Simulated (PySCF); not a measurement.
C2H8OSSi, SMILES COC[SiH2]S, GFN2-xTB optimised geometry. Atoms within 1.6 Å of the plane z = 0.0 Å (x, y, z in Å): C1 (2.08, -0.62, 0.00), O2 (0.68, -0.62, 0.00), C3 (0.12, 0.68, 0.00), Si4 (-1.77, 0.41, 0.08), S5 (-2.29, -0.94, -1.49), H6 (2.48, -0.11, -0.89), H7 (2.48, -0.11, 0.89), H8 (2.40, -1.66, 0.00), H9 (0.43, 1.23, -0.90), H10 (0.47, 1.25, 0.87), H11 (-2.48, 1.66, -0.19), H12 (-2.12, -0.18, 1.37), H13 (-1.13, -1.58, -1.47).

Computed with PBE0/def2-TZVP (PySCF). Cells within 0.4 Å of a nucleus heavier than hydrogen are left out (blank, or x).

Map of the deformation density (molecule minus spherical neutral atoms) (e/bohr³) on the plane z = 0.0 Å:

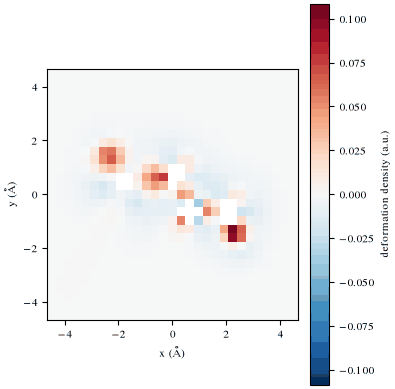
*Deformation density (molecule minus spherical neutral atoms) (e/bohr³) on the plane z = 0.0 Å.*
